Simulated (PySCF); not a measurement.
# F3Ti (TiF3): the cost of one run

The runs use PySCF 2.14.0, with density-fitted response routines of our own; the level of theory stands in each step. All values are computed, except where a source is named. Atoms count from 0, in the outputs and in this text.

## 1. Starting geometry

4 atoms, charge 0, multiplicity 2; geometry from: GFN2-xTB. The atoms were then displaced at random by about 0.03 Å, so the start is not that level's minimum.

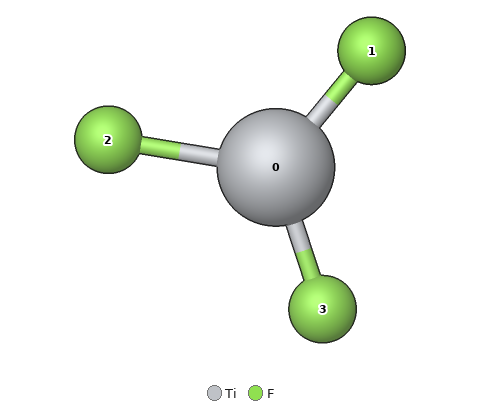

The starting geometry (titanium light grey, fluorine green), atoms numbered.

## 2. Geometry optimisation at PBE0-D3(BJ)/def2-SVP

What the job is given:

```
{"job": {"xc": "PBE0", "basis": "def2-SVP", "d3": "d3bj", "grid": 1, "maxiter": 40, "shake": 0.03, "kind": "geom"}, "charge": 0, "multiplicity": 2}
Ti     0.061270    -0.076630     0.012310
F      1.675960    -0.037980     0.005140
F     -0.886110     1.471270    -0.041080
F     -0.767830    -1.447100    -0.006840
```

Run with:

```sh
$ OMP_NUM_THREADS=1 python probes_run.py task.json out
```

The driver reads the jobs from task.json and runs them one after another.

Q: Estimate the wall time and peak memory of this first job on 1 thread of Intel Xeon 6975P-C, shared host.

About 31 s, with a peak of 0.31 GiB.
